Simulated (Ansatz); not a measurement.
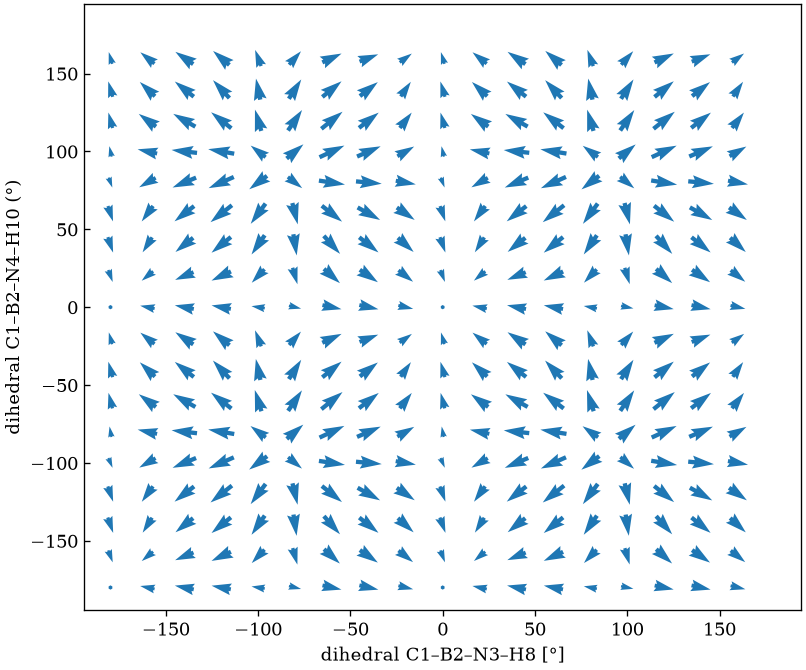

CH7BN2, SMILES CB(N)N. Coordinates scanned: (1) dihedral C1–B2–N3–H8; (2) dihedral C1–B2–N4–H10. Nothing is relaxed (all other coordinates rigid). Grid: 18 × 18 points. Points are written as (first, second). All numbers below come from RKS B3LYP-D4/def2-SVP in Ansatz.

In the figure: arrows along the force (downhill), their lengths compressed.

Q: The arrows alone are given. Where are the wells?

A: The arrows converge at (−180°, 0°); (−180°, −180°) (0.0026 eV up); (0°, 0°) (0.0031 eV up); (0°, −180°) (0.006 eV up) (read from the interpolated surface).

The energy map of the same scan:

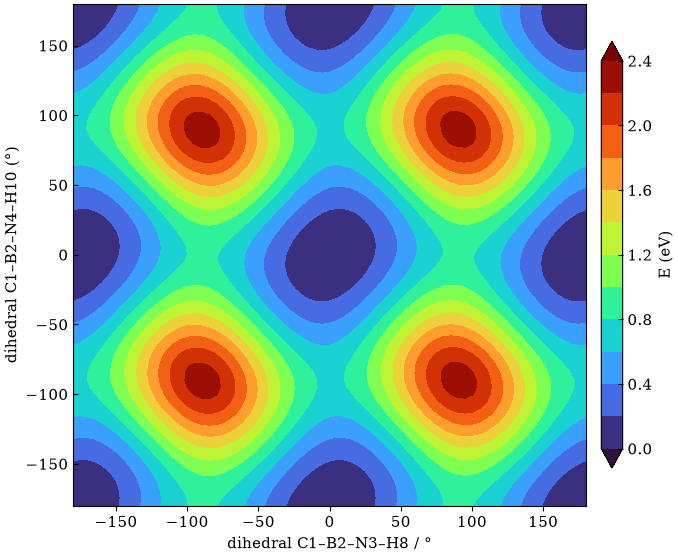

Energies are in eV, from the lowest grid point; between grid points the surface is interpolated.
